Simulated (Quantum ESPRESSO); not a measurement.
# Fe2B: which magnetic order is lowest, part 2 of 2

Aim: find out which collinear order of Fe2B costs least.

Quantum ESPRESSO 7.5; LDA; plane waves with GBRV 1.5 LDA potentials, no spin-orbit coupling.

So far, absolute magnetization (μB): step 2 (start 1: ferro ++++) 7.71; step 3 (run 2 (antiferro ++−−)) 0.014.

The database entry behind the starting cell differs from later determinations by our own check (0.1 to 0.3 % short, probably kX units), so it need not match the best structure at ambient conditions.

### Step 4. Run 3, typed as antiferro +−+−

pw.in reads:

```
&CONTROL
  calculation = 'scf'
  prefix = 'pwscf'
  outdir = './tmp'
  pseudo_dir = './pseudo'
  disk_io = 'nowf'
/
&SYSTEM
  ibrav = 0
  nat = 6
  ntyp = 3
  ecutwfc = 40
  ecutrho = 280
  nbnd = 46
  occupations = 'smearing'
  smearing = 'fd'
  degauss = 0.00734986
  nspin = 2
  starting_magnetization(1) = 0.175
  starting_magnetization(2) = -0.175
  starting_magnetization(3) = 0
/
&ELECTRONS
  conv_thr = 1.2d-08
  electron_maxstep = 150
  mixing_beta = 0.3
/
ATOMIC_SPECIES
Fe1    55.8450 fe_lda_v1.5.uspp.F.UPF
Fe2    55.8450 fe_lda_v1.5.uspp.F.UPF
B      10.8100 b_lda_v1.4.uspp.F.UPF
CELL_PARAMETERS angstrom
  -2.5495000000    2.5495000000    2.1200000000
   2.5495000000   -2.5495000000    2.1200000000
   2.5495000000    2.5495000000   -2.1200000000
ATOMIC_POSITIONS crystal
Fe1     0.1670000000    0.6670000000    0.8340000000
Fe2     0.3330000000    0.1670000000    0.5000000000
Fe1     0.8330000000    0.3330000000    0.1660000000
Fe2     0.6670000000    0.8330000000    0.5000000000
B       0.7500000000    0.7500000000    0.0000000000
B       0.2500000000    0.2500000000    0.0000000000
K_POINTS automatic
8 8 8 0 0 0
```

Run with:

```
$ OMP_NUM_THREADS=1 mpirun -n 4 pw.x -nk 4 -in pw.in > pw.out
```

Output:

```text
     [... lines left out ...]
Program PWSCF v.7.5 starts
     [... lines left out ...]
     number of atoms/cell      =            6
     [... lines left out ...]
     number of electrons       =        70.00
     number of Kohn-Sham states=           46
     kinetic-energy cutoff     =      40.0000  Ry
     charge density cutoff     =     280.0000  Ry
     scf convergence threshold =      1.2E-08
     [... lines left out ...]
      8 Sym. Ops., with inversion, found ( 4 have fractional translation)
     [... lines left out ...]
     number of k points=    95  Fermi-Dirac smearing, width (Ry)=  0.0073
     [... lines left out ...]
     iteration # 16     ecut=    40.00 Ry     beta= 0.30
     [... lines left out ...]
     Magnetic moment per site  (integrated on atomic sphere of radius R)
     atom   1 (R=0.215)  charge= 13.7664  magn=  1.2381
     atom   2 (R=0.215)  charge= 13.7664  magn= -1.2395
     atom   3 (R=0.215)  charge= 13.7664  magn=  1.2381
     atom   4 (R=0.215)  charge= 13.7664  magn= -1.2395
     atom   5 (R=0.209)  charge=  2.0383  magn=  0.0000
     atom   6 (R=0.209)  charge=  2.0383  magn=  0.0000
     [... lines left out ...]
     the Fermi energy is    17.6653 ev
!    total energy              =   -1014.11812922 Ry
     estimated scf accuracy    <          9.8E-09 Ry
     smearing contrib. (-TS)   =      -0.02232008 Ry
     [... lines left out ...]
     total magnetization       =    -0.00 Bohr mag/cell
     absolute magnetization    =     5.34 Bohr mag/cell
     convergence has been achieved in  16 iterations
```

The job ended after 50 s (4 MPI ranks of Intel Xeon 6975P-C (Granite Rapids), shared host; peak memory 0.62 GiB).

Spin moment in the atom's sphere by atom:

```
atom  spin moment in the atom's sphere (μB)
 Fe1                                   1.24
 Fe2                                  -1.24
 Fe3                                   1.24
 Fe4                                  -1.24
  B5                                   0.00
  B6                                   0.00
```

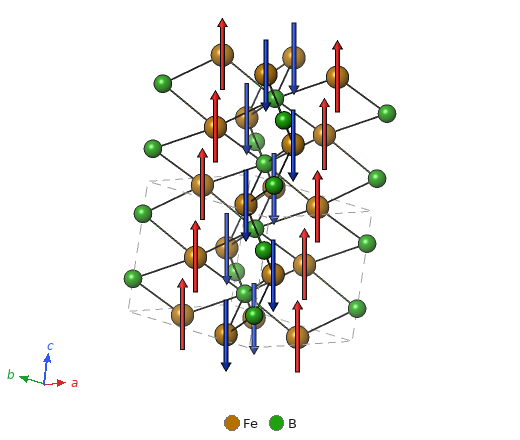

Spin moment in the atom's sphere as arrows, the longest 1.24 μB. Up and down stand for the sign. Arrows give size and sign along the axis of quantisation, drawn up and down the page. The two directions have two colours. 1×1×2 conventional cells are drawn. Some periodic images of atoms are drawn too.

Numbers from this step:

- smearing term TS: 0.3037 eV
- magnetization: 0 μB
- absolute magnetization: 5.34 μB
- final state: antiferromagnetic

### Step 5. Run 4 (no spin polarisation)

pw.in reads:

```
&CONTROL
  calculation = 'scf'
  prefix = 'pwscf'
  outdir = './tmp'
  pseudo_dir = './pseudo'
  disk_io = 'nowf'
/
&SYSTEM
  ibrav = 0
  nat = 6
  ntyp = 2
  ecutwfc = 40
  ecutrho = 280
  nbnd = 46
  occupations = 'smearing'
  smearing = 'fd'
  degauss = 0.00734986
/
&ELECTRONS
  conv_thr = 1.2d-08
  electron_maxstep = 150
  mixing_beta = 0.3
/
ATOMIC_SPECIES
Fe     55.8450 fe_lda_v1.5.uspp.F.UPF
B      10.8100 b_lda_v1.4.uspp.F.UPF
CELL_PARAMETERS angstrom
  -2.5495000000    2.5495000000    2.1200000000
   2.5495000000   -2.5495000000    2.1200000000
   2.5495000000    2.5495000000   -2.1200000000
ATOMIC_POSITIONS crystal
Fe      0.1670000000    0.6670000000    0.8340000000
Fe      0.3330000000    0.1670000000    0.5000000000
Fe      0.8330000000    0.3330000000    0.1660000000
Fe      0.6670000000    0.8330000000    0.5000000000
B       0.7500000000    0.7500000000    0.0000000000
B       0.2500000000    0.2500000000    0.0000000000
K_POINTS automatic
8 8 8 0 0 0
```

Output:

```text
     [... lines left out ...]
Program PWSCF v.7.5 starts
     [... lines left out ...]
     number of atoms/cell      =            6
     [... lines left out ...]
     number of electrons       =        70.00
     number of Kohn-Sham states=           46
     kinetic-energy cutoff     =      40.0000  Ry
     charge density cutoff     =     280.0000  Ry
     scf convergence threshold =      1.2E-08
     [... lines left out ...]
     16 Sym. Ops., with inversion, found ( 8 have fractional translation)
     [... lines left out ...]
     number of k points=    59  Fermi-Dirac smearing, width (Ry)=  0.0073
     [... lines left out ...]
     iteration # 11     ecut=    40.00 Ry     beta= 0.30
     [... lines left out ...]
     the Fermi energy is    17.5883 ev
!    total energy              =   -1014.11464302 Ry
     estimated scf accuracy    <          2.5E-09 Ry
     smearing contrib. (-TS)   =      -0.02831042 Ry
     [... lines left out ...]
     convergence has been achieved in  11 iterations
```

The job ended after 12 s (4 MPI ranks; peak memory 0.43 GiB).

Numbers from this step:

```yaml
smearing_term_ts: 0.3852 eV
final_state: non-magnetic (no spin polarisation)
```

### Step 6. The states side by side

An order is kept where moments of 0.15 μB or more survive with the typed signs; meshes match where a doubled cell samples the same k points as the first cell.

Orders:

```
               start        final state  typed order kept  energy over the lowest (meV a seeded atom)  largest site moment (μB)  net moment (μB a cell of the first run)  mesh matched  CPU time (s)
          ferro ++++      ferromagnetic               yes                                           0                     1.787                                    7.038           yes           116
      antiferro ++--       non-magnetic                no                                       150.5                  0.003733                                 0.001767           yes         404.7
      antiferro +-+-  antiferromagnetic               yes                                       138.6                     1.239                                 0.002887           yes         199.4
no spin polarisation       non-magnetic                 -                                       150.5                         0                                        0           yes         47.83
```

### Step 7. Outcome

| Quantity | Value |
| --- | --- |
| lowest state found | ferromagnetic (from ferro ++++) |
| largest site moment | 1.79 μB |
| next state with moments | antiferromagnetic, 139 meV a seeded atom higher |
| state without moments | 150 meV a seeded atom higher |

In words: 1 start lost its moments. Only these 4 starts were compared; other wavevectors, canted and longer-period orders were not. A computed site moment is spin alone and hangs on the region that is counted: the program's spheres do not touch and miss the tail of the moment. Measured moments hold any orbital part as well, and belong to the order of the sample, which need not be the order of this run. Energies are free energies at an electronic temperature of 1160 K, which lowers moments and differences where the moments are itinerant.

Comparison with the measured values:

| quantity | measured | in the sphere |
| --- | --- | --- |
| moment (Fe) (μB) | 1.9 | 1.79 (-5.9 %) |

Measured values from arxiv:2104.13724 (2021).

How well it matches: The moment is off by -5.9 %. No cell relaxation is part of this session.

[Logs and program files are shortened in this print: banners, set-up blocks, solver, clock and traceback lines can be left out without a mark of their own.]

[Logs are printed without paths, hosts, clocks, repeated set-up lines and the standing remarks that a program may print on its own settings, such as how far it seeks lower states.]

[Hosts, paths, dates, database ids (printed as entryN), source tags and the programs' standing remarks are cut or masked in the printed files.]

[Where a cell is said to come from a database of computed structures, the database is the Materials Project.]
